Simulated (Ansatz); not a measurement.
# A computed series for SrCrO3: pressure series

Take SrCrO₃ in the cubic perovskite structure (space group Pm-3m, No. 221; a = 3.7887 Å; ferromagnetic; a cell from a computed database, its experimental status unchecked) as the base.

Cell and atoms are relaxed at each pressure.

Method: Ansatz (a quantum-chemistry and plane-wave program) PBEsol, without spin-orbit coupling.

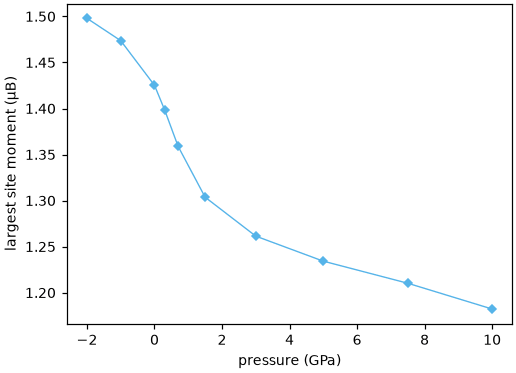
Fig. 1. Largest site moment against pressure

```
pressure (GPa)  largest site moment
--------------  -------------------
-2                          1.50 μB
-1                          1.47 μB
0.3                         1.40 μB
0.7                         1.36 μB
1.5                         1.30 μB
3                           1.26 μB
5                           1.23 μB
7.5                         1.21 μB
10                          1.18 μB
```

Load acts through the strain it causes; cell and atoms are relaxed under it. Whether these cells are dynamically stable was not tested. Competing high-pressure phases were not computed. No Hubbard U is applied and the magnetic state is the run's own (SrCrO3 ferromagnetic); small cells can't hold the antiferromagnetic order that many such compounds have, so gaps and moments can be off. Many cubic perovskites are stable only at high temperature; tilts and polar distortions were not tested.
